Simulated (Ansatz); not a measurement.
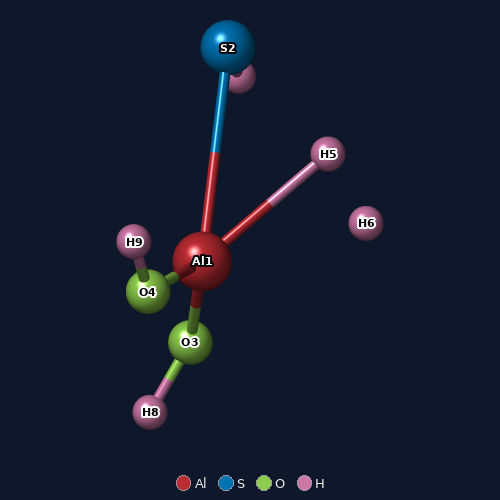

The system is the reacting system AlH₅O₂S (fragments AlH₃O₂S + H₂ where the first distance is long, AlH₃O₂ + H₂S where the second is long); the picture shows the reference structure. Coordinates scanned: (1) distance Al1–H6 (bond that forms); (2) distance Al1–S2 (bond that breaks). Relaxed at each point: all other coordinates. The scan uses a 10 × 10 grid. Points are written as (first, second). Energies: kJ/mol, counted from the lowest grid point. Energies and slopes of some neighbouring points disagree (a jump in structure or state, or too coarse a mesh). The reference is spin-restricted, so regions where a bond is pulled apart into radicals lie too high. Level of theory: RKS B3LYP-D4/def2-SVP in Ansatz 0.2.0.

Its coordinates:

```xyz
9

Al   -0.4353   -0.2218   -0.0264
S     1.5676    1.3191   -0.7770
O     0.0202   -1.8506    0.0093
O    -2.0050    0.3573   -0.2717
H     0.9129    0.9216    0.8491
H     0.3951    0.5801    1.6099
H     2.4037    0.2539   -0.7197
H    -0.5736   -2.5937   -0.1290
H    -2.2856    1.2342   -0.5446
```

Range: distance Al1–H6 (bond that forms) from 1.368 to 2.868 Å; distance Al1–S2 (bond that breaks) from 2.034 to 3.834 Å.

Predict the map.

Answer. The lowest grid point is at (2.868 Å, 2.149 Å). It lies in a valley that leaves the map towards separated partners. Other grid points that lie below all their neighbours: (1.597 Å, 2.897 Å) (45 kJ/mol higher). The highest grid point, (2.868 Å, 3.834 Å), lies 342 kJ/mol above the lowest.

```
second ↓, first →  1.368  1.464  1.597  1.748  1.912  2.087  2.272  2.464  2.663  2.868
            3.834     99     71     63     80    113    333    335    338    340    342
            3.588     95     67     59     75    108    291    293    295    298    299
            3.349     90     63     54     70    103    244    246    248    250    252
            3.118     86     58     50     66    199    194    194    196    198    199
            2.897     83     54     45    159    148    142    140    141    143    144
            2.687     82     53    137    110     96     90     87     87     88     89
            2.490     87     57     94     66     51     44     41     40     41     42
            2.309    105     74     61     34     19     12      9      8      8      8
            2.149    152    101     56     28     13      5      1      0      0      0
            2.034    173    121     76     48     32     24     20     18     18     18
```

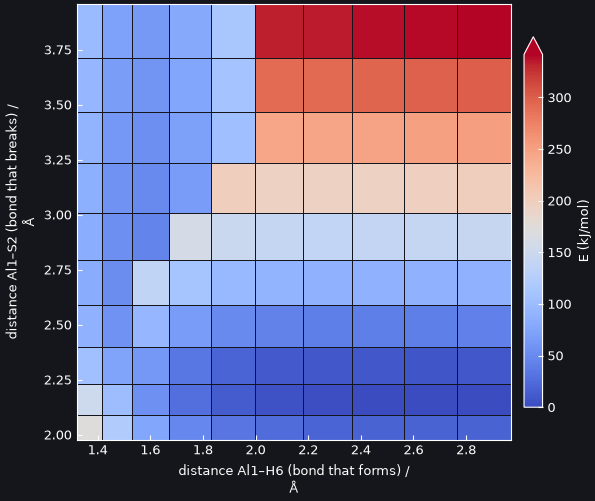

The picture shows one coloured cell a grid point, one colour for all values above the top of the scale.

Each point was launched as `ansatz run input.yaml --threads 1 --pin off --max-ram 2560MiB --backend cpu --events-out ev --progress --plain --runs-dir out`. Time for the 100 points that were run: 40 min on 1 thread of Arm Neoverse V1, on a shared host.
